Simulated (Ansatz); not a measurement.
Formation energy of the localised charge states of N interstitial started as a split pair with N in wurtzite GaN (start: split with N; 96-site cell, 2×2×2 shifted sampling) against the Fermi level, N-rich (Δμ(N) = 0.00 eV; only phases computed here count, gases as isolated molecules at 0 K). The numbers are results of PBE, PAW (plane waves to 420 eV; Ansatz, a first-principles code), not measurements.

Charges with a result: +3, +2, +1, 0, −1. Others weren't obtained, and one of them could lie lower, also by skipping a charge.

Set-up: 96-site cell; 2×2×2 shifted k-points; host gap 1.71 eV; charged states image-corrected; not converged in cell size; flagged in the runs: a host whose relaxation on this sampling wasn't shown to rest, a strain field that reaches the edge of the cell.

Left out: charge +3 (level within 0.1 eV of a band edge or past it); charge +2 (level within 0.1 eV of a band edge or past it); charge −1 (level within 0.1 eV of a band edge or past it).

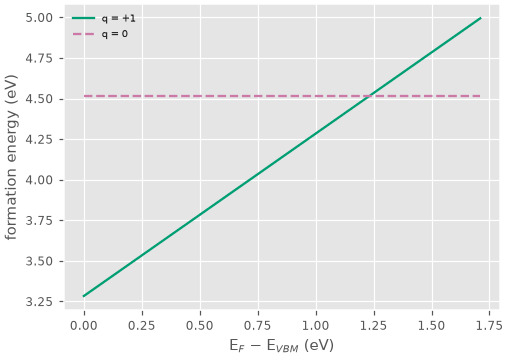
Fig. 1. Formation energy of each charge state against the Fermi level

Crossings of the lowest lines: (+1/0) at 1.23 eV. At the valence-band maximum: q = +1: 3.28 eV; q = 0: 4.51 eV.
